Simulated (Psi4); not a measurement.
**GeH4O2 (SMILES [OH][GeH2][OH]): CCSD(T)/cc-pVDZ**

What is the vertical singlet–triplet gap of GeH4O2 at CCSD(T)/cc-pVDZ? 

Program for the calculation: Psi4 1.11.

### Step 1. The system as given

The species is GeH4O2 (7 atoms), meant as a singlet with charge 0. SMILES: `[OH][GeH2][OH]`. The shape is that of a PBE0-D4/def2-TZVP optimisation. This is one conformer, not always the lowest.

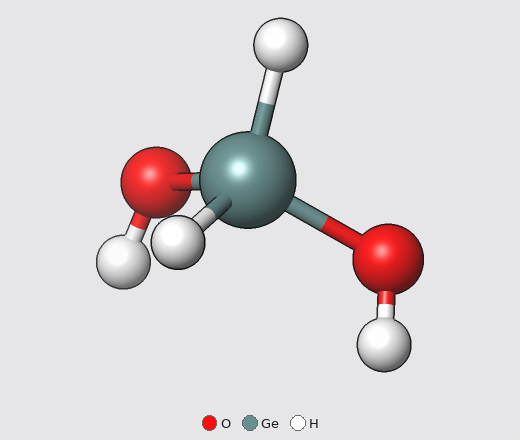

Viewed from a chosen angle; oxygen red, germanium teal, hydrogen white.

### Step 2. The energy at CCSD(T)/cc-pVDZ

job.in reads:

```
memory 2200 MB

molecule mol {
  0 1
  O     -2.81814857    -0.78612607    -0.32862337
  Ge     0.04440856     0.71242675     0.57693339
  O      2.54621698    -1.50970220     0.75702429
  H     -3.08951324    -0.79122833    -2.12046168
  H      0.68672647     2.75994501    -1.39669658
  H     -0.32597776     1.63102262     3.28302120
  H      3.07193879    -2.14521710    -0.85755772
  units au
  symmetry c1
  no_reorient
  no_com
}

set basis cc-pVDZ
set puream true
set e_convergence 1e-09
set d_convergence 1e-08
set scf_type pk
set num_frozen_docc 11

result = energy('ccsd(t)')
```

Run with:

```sh
$ psi4 job.in job.out -n 1
```

job.out:

```text
[...]
  Running in c1 symmetry.
[...]
  Nuclear repulsion =  219.679499598505060
[...]
  Multiplicity = 1
[...]
  Nalpha       = 26
  Nbeta        = 26
[...]
    Number of basis functions: 75
[...]
   @RHF iter   1: -2226.89304819834433   -4.23486e+00   1.44550e-02 ADIIS/DIIS
[...]
   @RHF iter  12: -2227.43200115999343   -2.72848e-12   2.76567e-09 DIIS
[...]
    Orbital Energies [Eh]
    ---------------------
    Doubly Occupied:
       1A   -405.319337     2A    -52.219270     3A    -46.308462
       4A    -46.308377     5A    -46.308165     6A    -20.554130
       7A    -20.553112     8A     -7.242678     9A     -5.218764
      10A     -5.218192    11A     -5.217053    12A     -1.693677
      13A     -1.690670    14A     -1.685216    15A     -1.682375
      16A     -1.682183    17A     -1.324347    18A     -1.303960
      19A     -0.758649    20A     -0.661860    21A     -0.625827
      22A     -0.548412    23A     -0.524127    24A     -0.497418
      25A     -0.479323    26A     -0.459303
[...]
  @RHF Final Energy: -2227.43200115999343
   => Energetics <=
    Nuclear Repulsion Energy =            219.6794995985050605
    One-Electron Energy =               -3542.0532283664351780
    Two-Electron Energy =                1094.9417276079366275
    Total Energy =                      -2227.4320011599934332
[...]
 Multipole Moments:
 ------------------------------------------------------------------------------------
     Multipole            Electronic (a.u.)      Nuclear  (a.u.)        Total (a.u.)
 ------------------------------------------------------------------------------------
 L = 1.  Multiply by 2.5417464519 to convert [e a0] to [Debye]
 Dipole X            :          0.5604173           -0.4112045            0.1492128
 Dipole Y            :         -5.4400299            5.8855520            0.4455221
 Dipole Z            :        -21.8338845           20.7973811           -1.0365034
 Magnitude           :                                                    1.1380219
[...]
      * MP2 total energy                      = -2227.931767876805679
[...]
      * CCSD total energy                     = -2227.955370718650101
[...]
      * CCSD(T) total energy                  = -2227.967125943849624
[...]
```

It took 20 s on 1 thread of Intel Xeon 6975P-C (Granite Rapids), shared host; peak memory 0.45 GiB.

### Step 3. The triplet

job.py reads:

```python
import psi4

psi4.set_memory('2200 MB')
psi4.set_num_threads(1)
psi4.core.set_output_file('output.dat', False)

geom = psi4.geometry("""
0 3
O     -2.81814857    -0.78612607    -0.32862337
Ge     0.04440856     0.71242675     0.57693339
O      2.54621698    -1.50970220     0.75702429
H     -3.08951324    -0.79122833    -2.12046168
H      0.68672647     2.75994501    -1.39669658
H     -0.32597776     1.63102262     3.28302120
H      3.07193879    -2.14521710    -0.85755772
units bohr
symmetry c1
no_reorient
no_com
""")

options = {'basis': 'cc-pVDZ', 'reference': 'uhf', 'puream': True, 'e_convergence': 1e-09, 'd_convergence': 1e-08, 'scf_type': 'pk', 'num_frozen_docc': 11, 'maxiter': 100}
psi4.set_options(options)

E = psi4.energy('ccsd(t)', molecule=geom)
print(f'total energy {E:.8f} hartree = {E * 27.211386:.5f} eV')
```

Run with:

```sh
$ python job.py
```

output.dat:

```text
[...]
  Running in c1 symmetry.
[...]
  Nuclear repulsion =  219.679499598505060
[...]
  Multiplicity = 3
[...]
  Nalpha       = 27
  Nbeta        = 25
[...]
    Number of basis functions: 75
[...]
   @UHF iter   1: -2226.47590405431765   -3.81772e+00   1.48775e-02 DIIS/ADIIS
[...]
   @UHF iter  26: -2227.18356719582607   -2.72848e-12   7.12867e-09 DIIS
[...]
   @S^2 Observed:                2.007591818E+00
[...]
    Orbital Energies [Eh]
    ---------------------
    Alpha Occupied:
       1A   -405.337245     2A    -52.238356     3A    -46.328007
       4A    -46.327041     5A    -46.326457     6A    -20.743113
       7A    -20.559258     8A     -7.262374     9A     -5.240576
      10A     -5.236558    11A     -5.234629    12A     -1.719495
      13A     -1.710435    14A     -1.703154    15A     -1.700806
      16A     -1.700295    17A     -1.537704    18A     -1.322421
      19A     -0.855690    20A     -0.779811    21A     -0.760186
      22A     -0.687301    23A     -0.620842    24A     -0.538160
      25A     -0.508423    26A     -0.483714    27A     -0.141605
    Alpha Virtual:
[...]
  @UHF Final Energy: -2227.18356719582607
   => Energetics <=
    Nuclear Repulsion Energy =            219.6794995985050605
    One-Electron Energy =               -3539.8781372870225823
    Two-Electron Energy =                1093.0150704926913932
    Total Energy =                      -2227.1835671958260718
  UHF NO Occupations:
  HONO-2 :   25  A 1.9979145
  HONO-1 :   26  A 1.0000000
  HONO-0 :   27  A 1.0000000
  LUNO+0 :   28  A 0.0020855
  LUNO+1 :   29  A 0.0006546
[...]
 Multipole Moments:
 ------------------------------------------------------------------------------------
     Multipole            Electronic (a.u.)      Nuclear  (a.u.)        Total (a.u.)
 ------------------------------------------------------------------------------------
 L = 1.  Multiply by 2.5417464519 to convert [e a0] to [Debye]
 Dipole X            :          0.5848229           -0.4112045            0.1736184
 Dipole Y            :         -5.3131849            5.8855520            0.5723671
 Dipole Z            :        -20.8428682           20.7973811           -0.0454871
 Magnitude           :                                                    0.5998471
[...]
      * MP2 total energy                      = -2227.645539673026178
[...]
      * CCSD total energy                     = -2227.680952326890747
[...]
      * CCSD(T) total energy                     = -2227.693298286763365
```

Standard output:

```text
total energy -2227.69329829 hartree = -60618.62223 eV
```

Run time: 71 s. Hardware: 1 thread of Intel Xeon 6975P-C (Granite Rapids), shared host; peak memory 0.45 GiB.

### Step 4. Outcome

At CCSD(T)/cc-pVDZ, 11 core orbitals frozen:

```
                                                           quantity           value
                                              singlet: total energy  -2227.96713 Eh
                       singlet: HOMO energy (Hartree–Fock orbitals)       -12.50 eV
                       singlet: LUMO energy (Hartree–Fock orbitals)         4.13 eV
                     singlet: HOMO–LUMO gap (Hartree–Fock orbitals)        16.63 eV
              singlet: correlation energy (11 core orbitals frozen)      -535.1 mEh
                                            singlet: (T) correction      -11.76 mEh
                                             singlet: T1 diagnostic           0.011
                                              triplet: total energy  -2227.69330 Eh
triplet: HOMO energy (Hartree–Fock orbitals) (highest over α and β)        -3.85 eV
 triplet: LUMO energy (Hartree–Fock orbitals) (lowest over α and β)        -0.26 eV
              triplet: correlation energy (11 core orbitals frozen)      -509.7 mEh
                                            triplet: (T) correction      -12.35 mEh
                         triplet: ⟨S²⟩ of the reference determinant           2.008
                                             triplet: T1 diagnostic           0.032
                   vertical energy of the triplet above the singlet        7.451 eV
```

In words: At this shape the triplet lies 7.45 eV (172 kcal/mol) above the singlet. The triples (singlet) make up 2.2 % of the correlation energy. The triples (triplet) make up 2.4 % of the correlation energy.
